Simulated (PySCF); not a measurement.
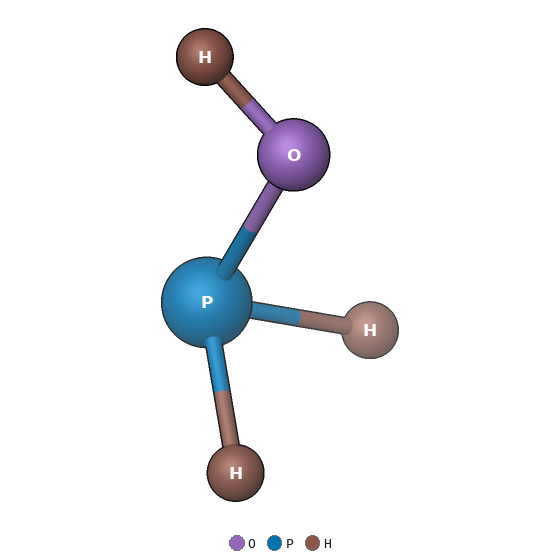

Orthographic view. Depth is shown by fading: the farther an atom, the more it takes the colour of the background. Computed geometry: PBE0-D3(BJ)/def2-SVP optimisation. No frequency run is at hand to confirm it as a minimum.

**Write the InChI string.**

InChI=1S/H3OP/c1-2/h1H,2H2
